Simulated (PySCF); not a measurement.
# C7H7BO: the cost of one run

Computed with PySCF 2.14.0, with density-fitted response routines of our own, on a single molecule in the gas phase. Atoms are numbered from 0 throughout.

## Step 1: Starting geometry

16 atoms, charge 0, multiplicity 1; geometry from: GFN2-xTB.

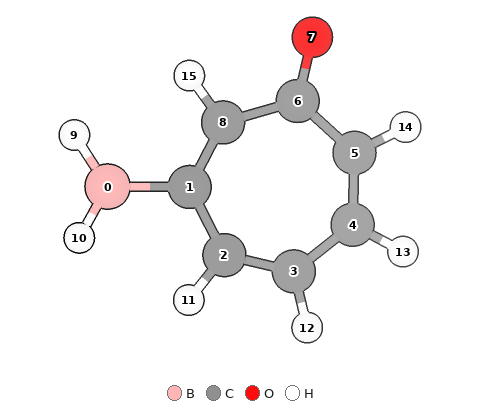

The starting geometry (boron pink, carbon grey, oxygen red, hydrogen white), atoms numbered.

## Step 2: TDDFT and polarisability: CAM-B3LYP/def2-SVPD

Job settings and geometry (Å):

```
{"job": {"kind": "uv", "xc": "CAM-B3LYP", "basis": "def2-SVPD", "nstates": 8, "ntriplets": 3}, "charge": 0, "multiplicity": 1}
B      2.694728     0.153767    -0.192085
C      1.141405     0.062019    -0.063555
C      0.549474    -1.244672    -0.135999
C     -0.749409    -1.621107    -0.037477
C     -1.904929    -0.809576     0.123543
C     -2.002682     0.535347     0.187316
C     -0.972217     1.565403     0.126832
O     -1.301437     2.747343     0.152786
C      0.451551     1.234307     0.069680
H      3.253183     1.129115     0.120731
H      3.300462    -0.753209    -0.610730
H      1.265020    -2.046924    -0.268765
H     -0.951179    -2.684306    -0.093634
H     -2.834377    -1.364261     0.188295
H     -2.992126     0.964592     0.298048
H      1.044932     2.141107     0.123604
```

With the program's defaults for keys left out, this is: TDDFT CAM-B3LYP/def2-SVPD, vertical, gas phase, core orbitals frozen in the response.

The run is started by

```console
OMP_NUM_THREADS=1 python probes_run.py task.json out
```

This one command runs all jobs of the session in turn.

Q: Estimate the wall time and peak memory of this job on 1 thread of Arm Neoverse N1, shared host.

About 2 min, with a peak of 1.1 GiB.
